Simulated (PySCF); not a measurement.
C₄H₄N₂, SMILES `c1cnccn1`.

Method: PBE0/def2-SVPD; geometry: GFN2-xTB; program: PySCF. No frequency check shows the geometry to be a minimum.

Geometry (Å), atoms numbered from 1:

```
C1       1.1217    0.7066    0.0000
C2       1.1365   -0.6827    0.0000
N3       0.0160   -1.3859    0.0000
C4      -1.1217   -0.7066    0.0000
C5      -1.1365    0.6827    0.0000
N6      -0.0160    1.3859    0.0000
H7       2.0309    1.2920    0.0000
H8       2.0579   -1.2486    0.0000
H9      -2.0309   -1.2920    0.0000
H10     -2.0579    1.2486    0.0000
```

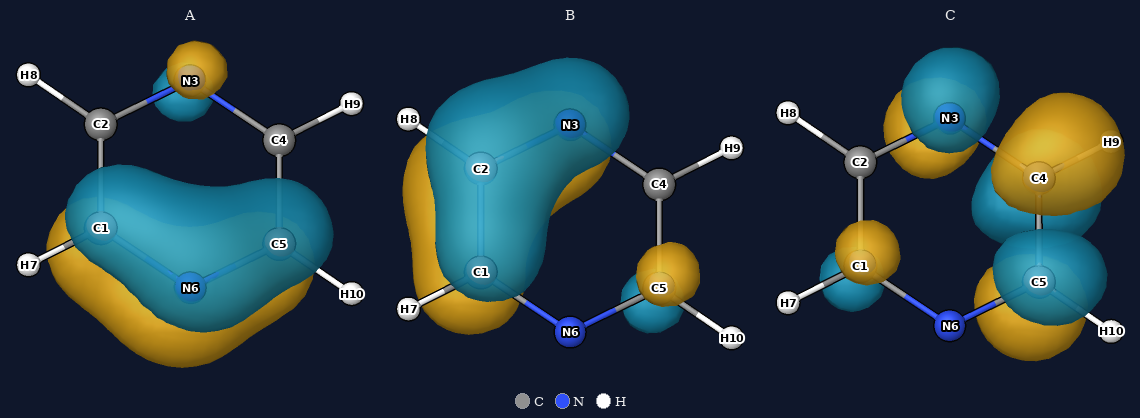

Intrinsic bond orbitals (IBO), occupied and valence-virtual; each surface holds about 80 % of the orbital's density. Energies are diagonal elements of the Fock matrix.

Q: What does each orbital represent in a Lewis picture?

A: By panel:
- A: delocalised π orbital mainly over N6, C5 and C1 (N6 54 %, C5 21 %, C1 21 %; −10.7 eV)
- B: delocalised π orbital mainly over C2, N3, C1 and C5 (C2 48 %, N3 25 %, C1 21 %; −9.8 eV)
- C: delocalised π* orbital mainly over C4, C5, N3 and C1 (C4 52 %, C5 21 %, N3 21 %; 1.3 eV)
